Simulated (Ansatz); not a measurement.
# Ba3Br2O2 (P2_1/c): the host for defect calculations, part 4 of 4

Aim: the runs on the perfect crystal Ba3Br2O2 (P2_1/c) that a defect calculation needs first.

Ansatz 0.2.0; plane-wave PAW DFT, PBEsol; relaxation of the host's cell and atoms (the session's first sound run).

So far. Step 3 (Dielectric tensors of the host): The principal values of the electronic dielectric tensor are 3.52, 3.56 and 3.61. The principal values of the static dielectric tensor are 10.13, 12.12 and 16.47.

## Step 7: Defect free supercell relaxed from displaced atoms

This step: plane-wave PAW DFT, PBEsol; relaxation of the defect-free supercell from random displacements, a test of the host's stability (Ansatz 0.2.0).

Input file pristine.rattled/input.yaml:

```yaml
crystal:
  lattice:
    - [-10.4870246659, 8.0639261209, 6.9197482901]
    - [4.188706541, -8.0639261209, 7.0141724482]
    - [10.4870246659, 8.0639261209, -6.9197482901]
  atoms:
    - { symbol: Ba, position: [0.0, 0.25, 0.75] }
    - { symbol: Ba, position: [0.0, 0.75, 0.25] }
    - { symbol: Ba, position: [0.5, 0.25, 0.25] }
    - { symbol: Ba, position: [0.5, 0.75, 0.75] }
    - { symbol: Ba, position: [0.0, 0.0, 0.0] }
    - { symbol: Ba, position: [0.0, 0.5, 0.5] }
    - { symbol: Ba, position: [0.5, 0.0, 0.5] }
    - { symbol: Ba, position: [0.5, 0.5, 0.0] }
    - { symbol: Ba, position: [0.0517569089, 0.4089444886, 0.2332998121] }
    - { symbol: Ba, position: [0.0517569089, 0.9089444886, 0.7332998121] }
    - { symbol: Ba, position: [0.5517569089, 0.4089444886, 0.7332998121] }
    - { symbol: Ba, position: [0.5517569089, 0.9089444886, 0.2332998121] }
    - { symbol: Ba, position: [0.3243553235, 0.3410555114, 0.3928124203] }
    - { symbol: Ba, position: [0.3243553235, 0.8410555114, 0.8928124203] }
    - { symbol: Ba, position: [0.8243553235, 0.3410555114, 0.8928124203] }
    - { symbol: Ba, position: [0.8243553235, 0.8410555114, 0.3928124203] }
    - { symbol: Ba, position: [0.1756446765, 0.1589444886, 0.6071875797] }
    - { symbol: Ba, position: [0.1756446765, 0.6589444886, 0.1071875797] }
    - { symbol: Ba, position: [0.6756446765, 0.1589444886, 0.1071875797] }
    - { symbol: Ba, position: [0.6756446765, 0.6589444886, 0.6071875797] }
    - { symbol: Ba, position: [0.4482430911, 0.0910555114, 0.7667001879] }
    - { symbol: Ba, position: [0.4482430911, 0.5910555114, 0.2667001879] }
    - { symbol: Ba, position: [0.9482430911, 0.0910555114, 0.2667001879] }
    - { symbol: Ba, position: [0.9482430911, 0.5910555114, 0.7667001879] }
    - { symbol: Br, position: [0.2101853526, 0.4414307853, 0.5790983785] }
    - { symbol: Br, position: [0.2101853526, 0.9414307853, 0.0790983785] }
    - { symbol: Br, position: [0.7101853526, 0.4414307853, 0.0790983785] }
    - { symbol: Br, position: [0.7101853526, 0.9414307853, 0.5790983785] }
    - { symbol: Br, position: [0.3623324068, 0.1914307853, 0.9812454326] }
    - { symbol: Br, position: [0.3623324068, 0.6914307853, 0.4812454326] }
    - { symbol: Br, position: [0.8623324068, 0.1914307853, 0.4812454326] }
    - { symbol: Br, position: [0.8623324068, 0.6914307853, 0.9812454326] }
    - { symbol: Br, position: [0.1376675932, 0.3085692147, 0.0187545674] }
    - { symbol: Br, position: [0.1376675932, 0.8085692147, 0.5187545674] }
    - { symbol: Br, position: [0.6376675932, 0.3085692147, 0.5187545674] }
    - { symbol: Br, position: [0.6376675932, 0.8085692147, 0.0187545674] }
    - { symbol: Br, position: [0.2898146474, 0.0585692147, 0.4209016215] }
    - { symbol: Br, position: [0.2898146474, 0.5585692147, 0.9209016215] }
    - { symbol: Br, position: [0.7898146474, 0.0585692147, 0.9209016215] }
    - { symbol: Br, position: [0.7898146474, 0.5585692147, 0.4209016215] }
    - { symbol: O, position: [0.0213692913, 0.0464629228, 0.6343251532] }
    - { symbol: O, position: [0.0213692913, 0.5464629228, 0.1343251532] }
    - { symbol: O, position: [0.5213692913, 0.0464629228, 0.1343251532] }
    - { symbol: O, position: [0.5213692913, 0.5464629228, 0.6343251532] }
    - { symbol: O, position: [0.0878622304, 0.2035370772, 0.2249063684] }
    - { symbol: O, position: [0.0878622304, 0.7035370772, 0.7249063684] }
    - { symbol: O, position: [0.5878622304, 0.2035370772, 0.7249063684] }
    - { symbol: O, position: [0.5878622304, 0.7035370772, 0.2249063684] }
    - { symbol: O, position: [0.4121377696, 0.2964629228, 0.7750936316] }
    - { symbol: O, position: [0.4121377696, 0.7964629228, 0.2750936316] }
    - { symbol: O, position: [0.9121377696, 0.2964629228, 0.2750936316] }
    - { symbol: O, position: [0.9121377696, 0.7964629228, 0.7750936316] }
    - { symbol: O, position: [0.4786307087, 0.4535370772, 0.3656748468] }
    - { symbol: O, position: [0.4786307087, 0.9535370772, 0.8656748468] }
    - { symbol: O, position: [0.9786307087, 0.4535370772, 0.8656748468] }
    - { symbol: O, position: [0.9786307087, 0.9535370772, 0.3656748468] }
basis:
  ecutwfc: 420
  xc_grid: 2
hamiltonian:
  xc: pbesol
kpoints:
  mp_grid: { grid: [1, 1, 1], shift: [0.25, 0.25, 0.25] }
scf:
  occupations: { method: fermi_dirac, width: 0.01 }
  max_iter: 80
output:
  forces: true
relax:
  f_tol: 0.01
  max_steps: 120
  random_displacement: { amplitude: 0.08, seed: 3236 }
checkpoint:
  write: "../pristine.rattled.run"
  compress: false
  write_wavefunctions: false
  write_every: 100000
```

On the command line:

```
> ansatz run input.yaml --threads 4 --pin off --max-ram 7536MiB --backend cpu --events-out ev --progress --plain --runs-dir out
```

Numbers of over 12 decimals in the logs are rounded to 6 here.

Output:

```text
[...]
Crystal: 56 atoms, lattice volume = 1653.792 Å³
Basis set: ecut = 420 eV, 32363 PW (Γ), exchange–correlation on 200×160×200 points (8 copies of the dense FFT grid, shifted against one another)
Bands: 280, of which v1, the nominal top of the filled ones, is band 224 counted from 1 (223 counted from 0)
Symmetry: 1 space group operations
k-points: 1
[...]
SCF iter   1: F=—  HF=-193556.580368 eV  |F-HF|=—  |Δ(HF+E_count)|=         —  Δρ=7.80e-3  dr2=9.53e-1  ethr=1.77e-3  ⟨swp⟩=8.0  Hψ=1431  notcnv=0  defer=32
[...]
SCF iter   9: F=-193556.401877 eV  HF=-193556.401877 eV  |F-HF|=1.37e-7  |Δ(HF+E_count)|=   8.84e-7  Δρ=2.81e-6  dr2=1.72e-7  ethr=5.58e-10  ⟨swp⟩=4.0  Hψ=837  notcnv=0
SCF 1 converged in 9 iterations: F = -193556.401877 eV  dr2 = 1.72e-7
[...]
relax step   1: F+E_penalty+E_count = -193556.40187669 eV  Δ(F+E_penalty+E_count) = +0.000e0 eV  max|allowed force component| = 8.083e-1 eV/Å  Δτ_max = 0.0000 Å  (9 SCF iters, dr2 threshold 2.50e-6 eV, accepted)
[...]
relax step   2: F+E_penalty+E_count = -193556.70470147 eV  Δ(F+E_penalty+E_count) = -3.028e-1 eV  max|allowed force component| = 1.140e0 eV/Å  Δτ_max = 0.1949 Å  (8 SCF iters, dr2 threshold 4.08e-5 eV, accepted)
relax step   3: F+E_penalty+E_count = -193557.15721450 eV  Δ(F+E_penalty+E_count) = -4.525e-1 eV  max|allowed force component| = 3.368e-2 eV/Å  Δτ_max = 0.1180 Å  (6 SCF iters, dr2 threshold 8.12e-5 eV, accepted)
relax step   4: F+E_penalty+E_count = -193557.15723339 eV  Δ(F+E_penalty+E_count) = -1.889e-5 eV  max|allowed force component| = 3.401e-2 eV/Å  Δτ_max = 0.0000 Å  (6 SCF iters, accepted)
SCF iter   1: F=—  HF=-193557.163260 eV  |F-HF|=—  |Δ(HF+E_count)|=         —  Δρ=6.89e-4  dr2=1.05e-2  ethr=7.03e-5  ⟨swp⟩=4.0  Hψ=450  notcnv=0  defer=48
[...]
SCF iter   8: F=-193557.161088 eV  HF=-193557.161088 eV  |F-HF|=1.38e-8  |Δ(HF+E_count)|=   7.23e-8  Δρ=9.03e-7  dr2=1.66e-8  ethr=2.23e-11  ⟨swp⟩=4.0  Hψ=834  notcnv=0
SCF 5 converged in 8 iterations: F = -193557.161088 eV  dr2 = 1.66e-8
relax step   5: F+E_penalty+E_count = -193557.16108756 eV  Δ(F+E_penalty+E_count) = -3.854e-3 eV  max|allowed force component| = 6.582e-3 eV/Å  Δτ_max = 0.0259 Å  (8 SCF iters, accepted)
SCF converged after 8 iterations
Free energy (F): -193557.161088 eV
[...]
Internal energy: -193557.161088 eV  (E = F + TS)
E sigma→0 (E₀):  -193557.161088 eV
Fermi energy:    7.354502 eV
[...]
--- Forces (eV/Å), atoms counted from 1 ---
  atom   1  Ba     0.00085917     0.00102941    -0.00248535
  atom   2  Ba    -0.00137880     0.00325964     0.00018280
  atom   3  Ba     0.00125023    -0.00363400    -0.00317100
  atom   4  Ba    -0.00417098    -0.00072566     0.00052103
  atom   5  Ba     0.00279573    -0.00003111     0.00101948
  atom   6  Ba     0.00136275     0.00007292     0.00135148
  atom   7  Ba     0.00173672     0.00250475    -0.00269352
  atom   8  Ba    -0.00377395    -0.00043512     0.00063442
  atom   9  Ba    -0.00066024    -0.00157322     0.00338683
  atom  10  Ba    -0.00032585     0.00056758     0.00032297
  atom  11  Ba    -0.00055478    -0.00145721     0.00216094
  atom  12  Ba    -0.00109327     0.00273419     0.00078222
  atom  13  Ba     0.00060194    -0.00329220    -0.00013853
  atom  14  Ba    -0.00187102    -0.00212498    -0.00052753
  atom  15  Ba     0.00322657    -0.00190037    -0.00528722
  atom  16  Ba    -0.00016698     0.00170513    -0.00060777
  atom  17  Ba    -0.00245751     0.00157031     0.00095239
  atom  18  Ba     0.00150977     0.00194477    -0.00183697
  atom  19  Ba    -0.00125262     0.00017355     0.00592727
  atom  20  Ba     0.00111740    -0.00144466     0.00078107
  atom  21  Ba    -0.00016454    -0.00277458     0.00213616
  atom  22  Ba     0.00294814    -0.00018706    -0.00375913
  atom  23  Ba    -0.00206557     0.00166328    -0.00066776
  atom  24  Ba     0.00031391     0.00197786    -0.00497537
  atom  25  Br    -0.00082631     0.00144025     0.00124693
  atom  26  Br    -0.00058762     0.00095937     0.00240506
  atom  27  Br     0.00168675    -0.00077904     0.00021630
  atom  28  Br     0.00007313     0.00083711     0.00066014
  atom  29  Br     0.00045517     0.00206185    -0.00048844
  atom  30  Br     0.00154680     0.00064292     0.00011784
  atom  31  Br     0.00085948    -0.00119141     0.00038146
  atom  32  Br    -0.00292383    -0.00347262     0.00189026
  atom  33  Br    -0.00169630     0.00185535     0.00024944
  atom  34  Br     0.00016757    -0.00172247    -0.00208960
  atom  35  Br     0.00237601     0.00156643     0.00013563
  atom  36  Br     0.00218414     0.00289757    -0.00063422
  atom  37  Br     0.00256088    -0.00182307    -0.00042803
  atom  38  Br     0.00283033    -0.00280897    -0.00283845
  atom  39  Br    -0.00005476    -0.00003725    -0.00108274
  atom  40  Br    -0.00328020    -0.00059799    -0.00149385
[...]
atom  45  O     -0.00119493     0.00044309    -0.00331569
  atom  46  O     -0.00190446     0.00360535     0.00049842
  atom  47  O     -0.00145187    -0.00148286     0.00212420
  atom  48  O     -0.00368496    -0.00076206     0.00175638
  atom  49  O      0.00375612    -0.00167245    -0.00087892
  atom  50  O     -0.00062830    -0.00037114     0.00366303
  atom  51  O      0.00406844     0.00014450    -0.00273324
  atom  52  O      0.00056083     0.00045578     0.00249457
  atom  53  O     -0.00307162     0.00002195     0.00248131
  atom  54  O      0.00150909     0.00085833    -0.00293253
  atom  55  O     -0.00658238    -0.00098521     0.00140243
  atom  56  O      0.00072581    -0.00170834    -0.00126471
  max |Σ_I F_I| component: 3.85e-5 eV/Å
--- Relaxed structure (5 steps of the walk, 5 accepted, 0 SCFs on fresh bases) ---
  F+E_penalty+E_count = -193557.16108756 eV   max|allowed force component| = 6.582e-3 eV/Å
  atoms:
    - { symbol: Ba, position: [0.000445, 0.250844, 0.750240] }
    - { symbol: Ba, position: [-0.000187, 0.749740, 0.250258] }
    - { symbol: Ba, position: [0.499913, 0.249535, 0.249199] }
    - { symbol: Ba, position: [0.499122, 0.748470, 0.748934] }
    - { symbol: Ba, position: [-0.001134, -0.000740, -0.000531] }
    - { symbol: Ba, position: [-0.001270, 0.499445, 0.499288] }
    - { symbol: Ba, position: [0.500863, -0.000264, 0.499921] }
    - { symbol: Ba, position: [0.500895, 0.499865, 1.0780607158755728e-5] }
    - { symbol: Ba, position: [0.051901, 0.408989, 0.233562] }
    - { symbol: Ba, position: [0.051569, 0.909263, 0.733574] }
    - { symbol: Ba, position: [0.551732, 0.408090, 0.732699] }
    - { symbol: Ba, position: [0.551245, 0.908067, 0.232494] }
    - { symbol: Ba, position: [0.323866, 0.339237, 0.391714] }
    - { symbol: Ba, position: [0.323681, 0.839986, 0.891844] }
    - { symbol: Ba, position: [0.824621, 0.341002, 0.893064] }
    - { symbol: Ba, position: [0.824408, 0.841670, 0.393251] }
    - { symbol: Ba, position: [0.175875, 0.159365, 0.607567] }
    - { symbol: Ba, position: [0.175672, 0.659817, 0.107705] }
    - { symbol: Ba, position: [0.675073, 0.157265, 0.106003] }
    - { symbol: Ba, position: [0.675003, 0.658019, 0.606273] }
    - { symbol: Ba, position: [0.448038, 0.090069, 0.765929] }
    - { symbol: Ba, position: [0.447569, 0.589824, 0.265583] }
    - { symbol: Ba, position: [0.948150, 0.091004, 0.266820] }
    - { symbol: Ba, position: [0.947884, 0.591012, 0.766576] }
    - { symbol: Br, position: [0.209188, 0.441297, 0.578804] }
    - { symbol: Br, position: [0.209739, 0.941735, 0.078749] }
    - { symbol: Br, position: [0.710114, 0.439892, 0.078334] }
    - { symbol: Br, position: [0.710549, 0.940548, 0.578140] }
    - { symbol: Br, position: [0.362201, 0.190991, 0.980562] }
    - { symbol: Br, position: [0.362702, 0.690572, 0.480519] }
    - { symbol: Br, position: [0.861849, 0.190904, 0.480834] }
    - { symbol: Br, position: [0.862251, 0.691016, 0.981528] }
    - { symbol: Br, position: [0.136635, 0.308217, 0.018419] }
    - { symbol: Br, position: [0.137546, 0.808502, 0.518946] }
    - { symbol: Br, position: [0.637371, 0.307895, 0.517824] }
    - { symbol: Br, position: [0.637705, 0.807972, 0.018029] }
    - { symbol: Br, position: [0.289923, 0.056922, 0.420138] }
    - { symbol: Br, position: [0.290431, 0.557852, 0.920283] }
    - { symbol: Br, position: [0.789101, 0.058311, 0.920907] }
    - { symbol: Br, position: [0.789604, 0.559674, 0.421622] }
    - { symbol: O, position: [0.021616, 0.046947, 0.634681] }
    - { symbol: O, position: [0.021359, 0.546430, 0.134572] }
    - { symbol: O, position: [0.520795, 0.045401, 0.133357] }
    - { symbol: O, position: [0.520643, 0.545022, 0.633317] }
    - { symbol: O, position: [0.087629, 0.203148, 0.224778] }
    - { symbol: O, position: [0.087265, 0.703281, 0.724550] }
    - { symbol: O, position: [0.588008, 0.202890, 0.724522] }
    - { symbol: O, position: [0.587697, 0.703044, 0.224452] }
    - { symbol: O, position: [0.412322, 0.295987, 0.774713] }
    - { symbol: O, position: [0.411808, 0.795672, 0.274482] }
    - { symbol: O, position: [0.911835, 0.296117, 0.274828] }
    - { symbol: O, position: [0.911452, 0.795936, 0.774797] }
    - { symbol: O, position: [0.478032, 0.452423, 0.364715] }
    - { symbol: O, position: [0.477977, 0.952266, 0.864651] }
    - { symbol: O, position: [0.978890, 0.454085, 0.866066] }
    - { symbol: O, position: [0.978811, 0.953744, 0.366017] }
```

Run time: 1.7 min. Hardware: 4 threads of Arm Neoverse V1, shared host; peak memory 2.8 GiB.

Relaxation path:

| step | energy less that of the first step (eV) | largest force component (eV/Å) |
| --- | --- | --- |
| 1 | 0.0000 | 0.8083 |
| 2 | -0.3028 | 1.1398 |
| 3 | -0.7553 | 0.0337 |
| 4 | -0.7554 | 0.0340 |
| 5 | -0.7592 | 0.0066 |

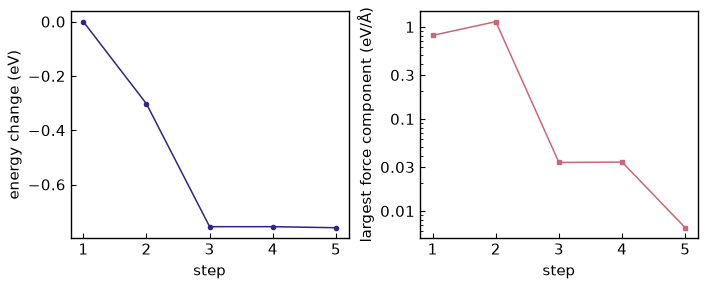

Energy and largest force along the relaxation.

The atoms that moved most (Å, from the sites as typed, ahead of the random displacement, the mean shift of all atoms taken out):

| atom | dx | dy | dz | length |
| --- | --- | --- | --- | --- |
| Br40 | 0.018 | -0.004 | 0.004 | 0.019 |
| Br37 | -0.013 | 0.009 | -0.003 | 0.016 |
| Br28 | -0.014 | 0.003 | 0.005 | 0.015 |
| Br38 | -0.013 | 0.007 | 0.006 | 0.015 |
| Ba7 | -0.008 | 0.009 | 0.007 | 0.014 |
| Ba6 | 0.007 | -0.011 | -0.006 | 0.014 |
| Br25 | 0.010 | -0.008 | -0.004 | 0.014 |
| Ba8 | -0.006 | 0.009 | 0.007 | 0.014 |

The relaxation ends 14 meV an atom lower than the displaced start, with a largest force component of 0.0066 eV/Å.

## Step 8: Summary of results

```json
{
  "primitive cell vectors, lengths": "7.338, 8.064, 7.646 Å",
  "electronic dielectric constant": "principal values (3.52, 3.56, 3.61)",
  "static dielectric constant": "principal values (10.13, 12.12, 16.47)",
  "gap on the k-mesh of the response run (PBEsol)": "2.39 eV",
  "supercell relaxed in its symmetry less the displaced and relaxed one": "0.000 eV",
  "energy an atom at one point at (¼, ¼, ¼) less that on the dense mesh": "0.000 eV"
}
```

What this shows: Step 7: The energy fell by 0.759 eV from the randomly displaced start; against the sites as typed, Br40 ends farthest off, by 0.02 Å, once the mean shift is taken out. The displaced cell ends within 0.01 eV of the symmetric one relaxed in its symmetry, so no lower structure shows in this supercell. The k-mesh can miss the band edges, so this gap is an upper bound at this level. All at zero temperature.

[Logs are printed without paths, hosts, clocks, repeated set-up lines and the standing remarks that a program may print on its own settings, such as how far it seeks lower states.]

[Hosts, paths, dates, database ids (printed as entryN), source tags and the programs' standing remarks are cut or masked in the printed files.]

[Runs of the host that timed out are not shown.]

[For some hosts the program warned that the k-mesh of the response run may be too coarse for force constants and the static dielectric constant; such warnings are not always shown.]
